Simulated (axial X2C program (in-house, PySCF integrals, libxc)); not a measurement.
PdRb: relativistic diatomic calculation

System: PdRb, single determinant with M_S = 1/2 and |Λ| = 0.
Method: PBE0, spin-free X2C-1e, Pd dyall-v2z, Rb dyall-v2z (cores contracted) (axial X2C program (in-house, PySCF integrals, libxc)).

Input file:
```
{"zs": [46, 37], "q": 0, "bas": ["dyall-v2z", "dyall-v2z"], "levels": ["PBE0", "HF", "r2SCAN0", "TPSSh"], "cc": false, "r0": 3.3, "npts": 10, "nst": 2, "ntry": 6, "opt": {"maxit": 5}}
```

The line is the task of a batch: nuclear charges, charge, bases, the levels to run, a first guess of the distance and further settings. This report covers PBE0 without spin-orbit coupling. The log is that of the reference distance 2.815 Å, started from orbitals converged before.

Launched within a batch (the task file carries these settings):
```bash
python <driver script> task.json out
```

The program's output:
```
spin-free X2C-1e  PBE0
basis functions 162  fitting functions 959  grid points 5803
iter        total energy     max residual
   1      -8025.748155312     6.69e-06
   2      -8025.748155314     8.52e-06
   3      -8025.748155317     5.49e-06
   4      -8025.748155318     4.77e-06
converged
one-electron -11735.98784400  Coulomb 3636.73780926  exact exchange -60.64699972  xc functional -185.80124980  nuclear repulsion 319.95012895
```

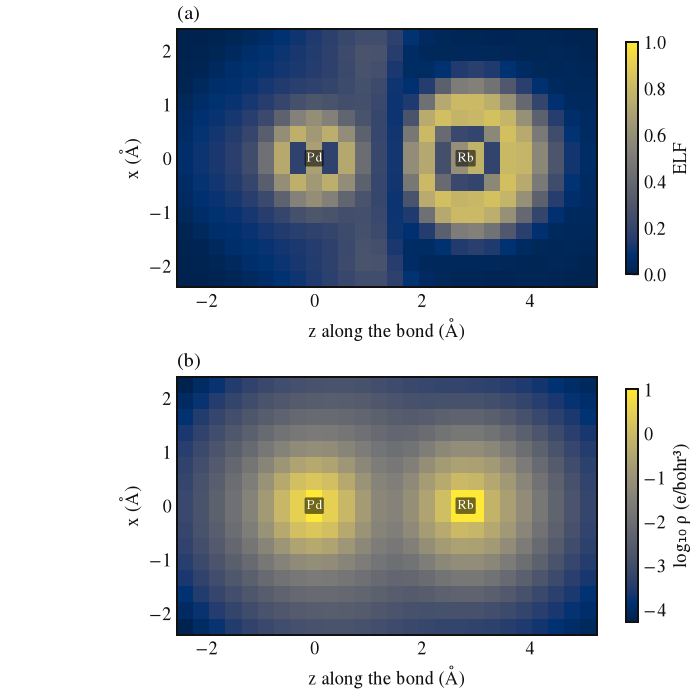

Figure 1. (a) electron localisation function; (b) electron density on a logarithmic scale, in a plane that holds the axis, at 2.81 Å, on points 0.3 Å apart (one half computed, the other mirrored); the structure near the nuclei is finer than these points.

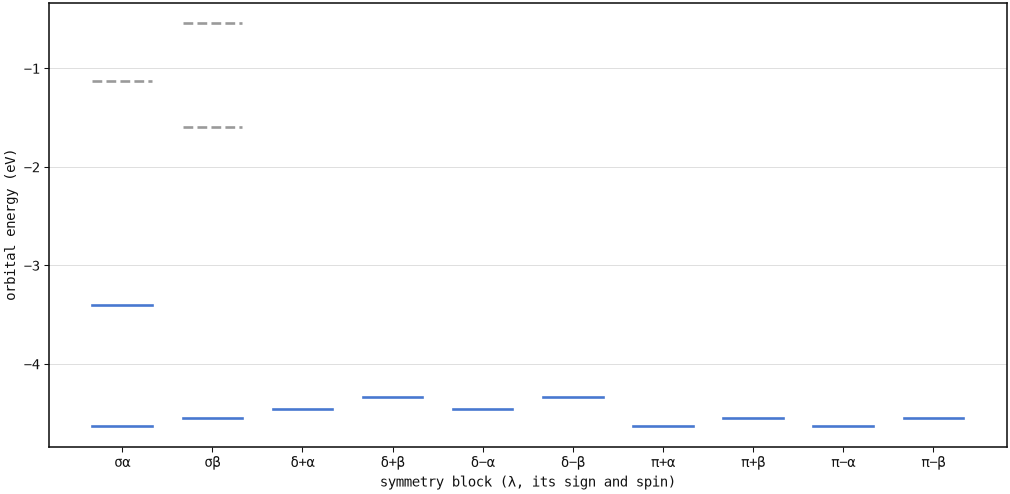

Figure 2. Orbital energies near the frontier at 2.81 Å, filled (solid) and empty (dashed); a label such as π−α means λ = −1 and α spin. The highest filled orbital (σα; 53 % Pd s, 40 % Rb s) lies at −3.41 eV, the lowest empty one (σβ; 56 % Rb s, 41 % Pd s) at −1.60 eV.

What the run reported:

- outcome: 9 of 10 points not converged
- largest ⟨S²⟩ along the curve: 0.76
- hardware: 1 thread of Arm Neoverse N1, 98 GiB of memory available, shared host
- wall time: 9 s

What went wrong:

One thing in this input was made wrong on purpose: few iterations (maxit = 5.0). 9 of the 10 points of the curve did not converge at the level reported and have no energy. The SCF at the reference distance, whose log is shown, did converge. The curve is incomplete.
